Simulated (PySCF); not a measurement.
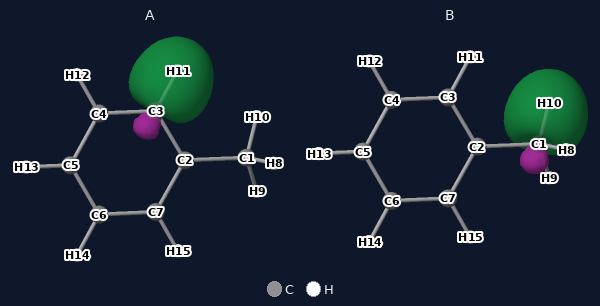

C7H8, SMILES `Cc1ccccc1`. Intrinsic bond orbitals (IBO), occupied; each surface holds about 85 % of the orbital's density. Energies are diagonal elements of the Fock matrix.

Level of theory: B3LYP/6-31+G* (PySCF), at a geometry from GFN2-xTB. No frequency check shows the geometry to be a minimum.

Cartesian coordinates (Å):

```
C1      -2.4028   -0.0001    0.0036
C2      -0.9038   -0.0002   -0.0086
C3      -0.1944   -1.1946   -0.0045
C4       1.1891   -1.1963    0.0015
C5       1.8853    0.0001    0.0041
C6       1.1889    1.1964    0.0015
C7      -0.1946    1.1945   -0.0046
H8      -2.7675    0.0009    1.0316
H9      -2.7952    0.8851   -0.4917
H10     -2.7950   -0.8857   -0.4916
H11     -0.7324   -2.1323   -0.0079
H12      1.7255   -2.1343    0.0014
H13      2.9654    0.0002    0.0060
H14      1.7252    2.1345    0.0013
H15     -0.7327    2.1321   -0.0080
```

Name the orbitals, with their atomic make-up and energies.

By panel:
- A: σ bond C3–H11 (C3 57 %, H11 42 %; −13.5 eV)
- B: σ bond C1–H10 (C1 57 %, H10 42 %; −13.1 eV)

How do all the valence pairs divide up?

18 pairs: 15 σ bonds and 3 multicentre orbitals.
